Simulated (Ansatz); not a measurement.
Results of PBEsol+SOC in Ansatz (plane waves, PAW) for L1₂ (Cu3Au-type) Pt3Ti.

Run with plane-wave cutoff 520 eV, 14×14×14 k mesh, Fermi–Dirac smearing 0.05 eV, PAW data made under PBE.

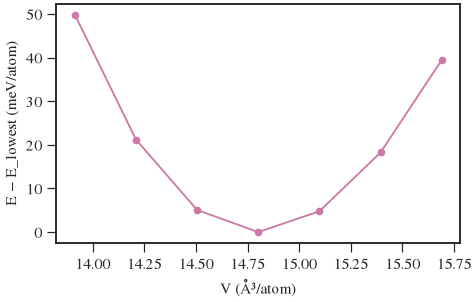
Fig. 1. Total energy against volume

Problem. From the curve, estimate the equilibrium volume and the bulk modulus.

Solution. V0 ≈ 14.8 Å³/atom and B0 ≈ 270 GPa; the fit gives V0 = 14.800 Å³/atom, B0 = 266 GPa, B′ = 5.0.

Measured, for comparison: equilibrium volume per atom 15.01 Å³/atom (temperature not stated, not corrected to a static lattice; as tabulated in Molecular Dynamics Simulations of PtTi High-Temperature Shape Memory Alloys …). Computed (rounded) less measured: equilibrium volume per atom -1.4 %. A static lattice is as a rule a little smaller and stiffer than an uncorrected measurement, which narrows the difference in the equilibrium volume per atom and would widen misses of the other sign.

The computed numbers hold no vibrational or temperature effects.

Ansatz is an electronic-structure program.
